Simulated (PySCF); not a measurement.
CH9FSi3 (SMILES C[Si](F)([SiH3])[SiH3])

The calculation's input:

```
{"job": {"kind": "uv", "xc": "CAM-B3LYP", "basis": "def2-SVPD", "nstates": 8, "ntriplets": 3}, "charge": 0, "multiplicity": 1}
C     -0.869038    -1.525487    -0.740228
Si    -0.158448    -0.146615     0.373398
F     -0.690134    -0.591445     1.861110
Si    -1.209857     1.879160    -0.064409
Si     2.156876    -0.308322     0.492440
H     -0.499502    -2.504774    -0.446021
H     -0.596405    -1.371190    -1.780243
H     -1.954408    -1.560378    -0.686342
H     -0.813278     2.914230     0.894977
H     -0.825468     2.363087    -1.395283
H     -2.675815     1.830903    -0.045787
H      2.717560     0.621097     1.477656
H      2.664212    -1.640336     0.838742
H      2.753027     0.039597    -0.802178
```

Launched as:

```sh
OMP_NUM_THREADS=1 python probes_run.py task.json out
```

Geometry: GFN2-xTB.

Level of theory: CAM-B3LYP/def2-SVPD, SCF density, gas phase (PySCF 2.14.0).

Question: What will maps of the electron density and electron localisation function show?

Answer: C–Si (1.91 Å): the density is about 0.92 e/Å³ at the midpoint; the ELF peaks at about 0.95 between the atoms: a shared electron pair.
Si–Si (2.32 Å): ρ is about 0.68 e/Å³ halfway; the ELF peaks at about 1 between the atoms; a covalent bond.
C–H (1.09 Å): ρ at the midpoint is about 1.9 e/Å³; the ELF climbs to about 1 towards the hydrogen, as it does in any bond to H: an ordinary covalent bond to hydrogen.
Si–H (1.47 Å): ρ at the midpoint is about 0.78 e/Å³; the ELF climbs to about 1 towards the hydrogen.

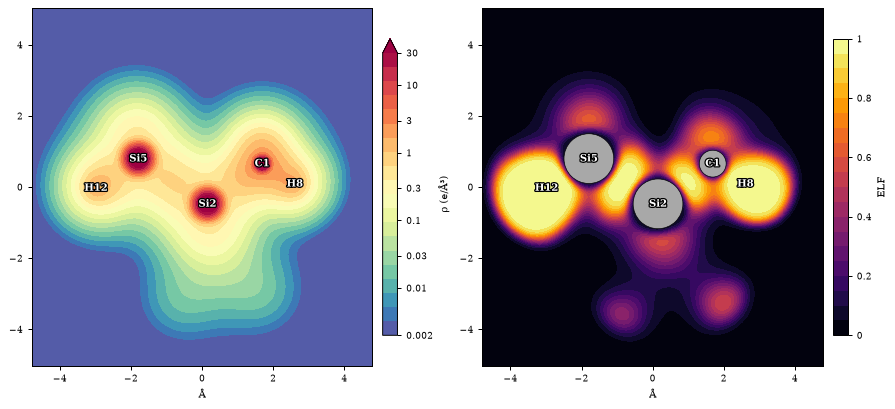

Computed electron density and electron localisation function on the plane of atoms C1, Si2 and Si5, in this order. Grey discs cover the atomic cores in the ELF map. 
